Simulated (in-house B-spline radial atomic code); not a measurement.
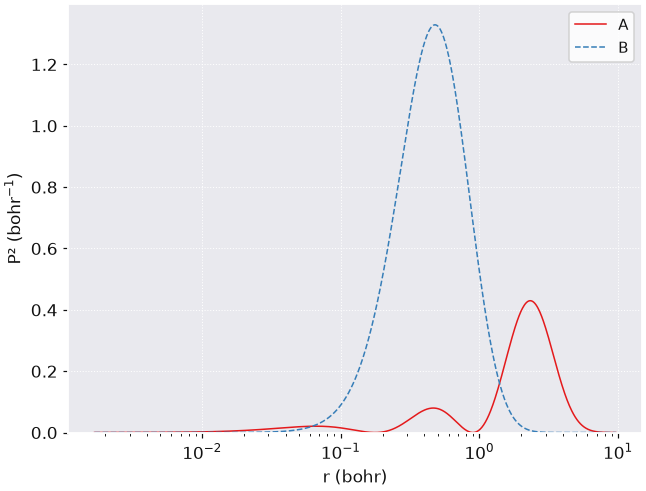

The Mg⁺ ion in the configuration [Ne] 3s1 (high spin). Computed with an in-house B-spline radial code: non-relativistic CAM-B3LYP, spin-polarised, spherical fractional occupations, point nucleus, basis-set limit.

The plot shows the radial probability densities P² of 3s up and 2p up.

Which curve belongs to which orbital?

A is 3s up; B is 2p up. 2p up: outer maximum at 0.478 bohr, ⟨r⟩ = 0.688 bohr, 0 nodes, eigenvalue −61.1 eV; 3s up: outer maximum at 2.33 bohr, ⟨r⟩ = 2.76 bohr, 2 nodes, eigenvalue −13.9 eV.
